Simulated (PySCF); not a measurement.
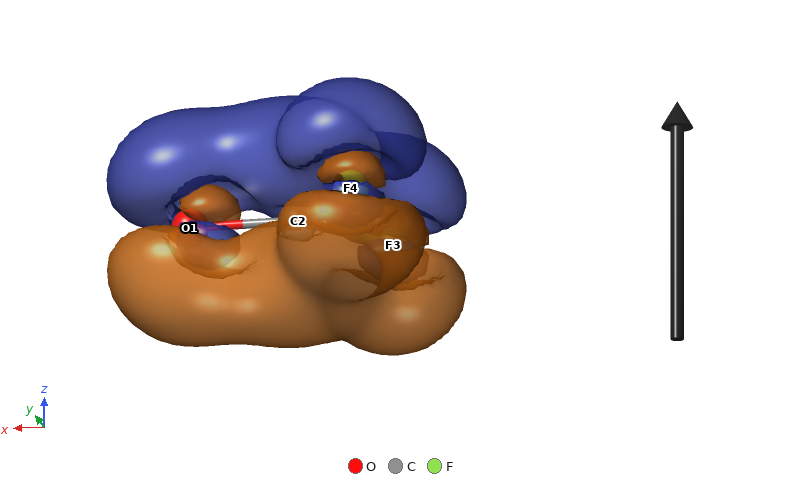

*CF2O, SMILES `O=C(F)F`. Change of the electron density in a uniform field of 0.26 V/Å along +z (arrow), surfaces at ±0.001 e/Å³ (orange: gain, blue: loss).*

Method: PBE/6-31+G*; geometry: GFN2-xTB; program: PySCF. No frequency check shows the geometry to be a minimum. The basis has diffuse s and p functions alone, which still leaves polarisabilities too small, most of all across bonds.

Cartesian coordinates (Å):

```
O1       1.3121    0.0004    0.0000
C2       0.1533    0.0001    0.0000
F3      -0.6339   -1.0553    0.0000
F4      -0.6346    1.0549    0.0000
```

Question: What dipole is induced, and what polarisability does it imply?

Answer: The induced dipole is 0.15 D (along the field); α along this axis, from the fields in both directions, is 12 bohr³ (1.7 Å³).

Question: Which atoms gain and lose the most charge?

Answer: Hardly any: no atom's Hirshfeld charge changes by as much as 0.002 e. The density shifts from one side of each atom to the other; 0.021 electrons are displaced in all.
